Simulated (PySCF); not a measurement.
The calculation's input:

```
{"job": {"kind": "uv", "xc": "CAM-B3LYP", "basis": "def2-SVPD", "dynamic": true, "nstates": 6, "ntriplets": 0}, "charge": 0, "multiplicity": 1}
C     -0.520887     1.611769    -1.233297
C      0.209169     1.022780    -0.273336
O     -0.230406     0.156919     0.654736
C     -1.572758    -0.250089     0.585597
Se     2.055780     1.435035    -0.046092
C      2.663645    -0.350754     0.416207
H     -1.602489     1.484844    -1.303311
H     -0.031359     2.256068    -1.962857
H     -1.715378    -1.001724     1.371921
H     -2.258488     0.596117     0.764629
H     -1.806495    -0.694744    -0.397401
H      2.113965    -0.711462     1.293598
H      2.530940    -1.036810    -0.430449
H      3.732230    -0.263572     0.654673
```

Command:

```sh
OMP_NUM_THREADS=1 python probes_run.py task.json out
```

Geometry: PBE0-D3(BJ)/def2-SVP.

Level of theory: PySCF, CAM-B3LYP/def2-SVPD, SCF density, gas phase.

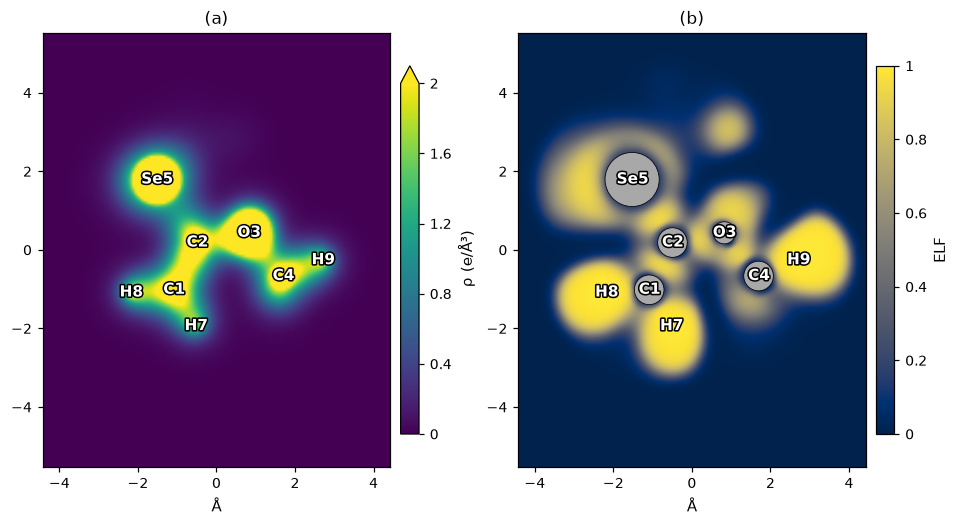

C₄H₈OSe (SMILES C=C(OC)[Se]C). (a) electron density; (b) electron localisation function on the plane of atoms O3, C2 and Se5. Grey discs cover the atomic cores in the ELF map.

**Interpret the plot.**

The plane passes through C, O, Se and H nuclei.
C–C (1.34 Å): the density is about 2.3 e/Å³ at the midpoint; the ELF peaks at about 0.90 between the atoms; a multiple bond.
C–O (1.34 Å): ρ at the midpoint is about 2.4 e/Å³; the ELF peaks at about 0.90 between the atoms, as expected for a shared but strongly polarised pair.
C–Se (1.91 Å): ρ at the midpoint is about 1.1 e/Å³; the ELF peaks at about 0.95 between the atoms: a shared electron pair.
C–H (1.09 Å): ρ at the midpoint is about 1.9 e/Å³; the ELF climbs to about 1 towards the hydrogen, as it does in any bond to H: a covalent bond by its length.
C–O (1.40 Å): the density is about 2.1 e/Å³ at the midpoint, with its minimum of 1.7 e/Å³ about 0.5 Å from C; the ELF peaks at about 0.90 between the atoms (a shared but strongly polarised pair).
The ELF also peaks beside O3 and Se5, away from the bonds: lone-pair regions.
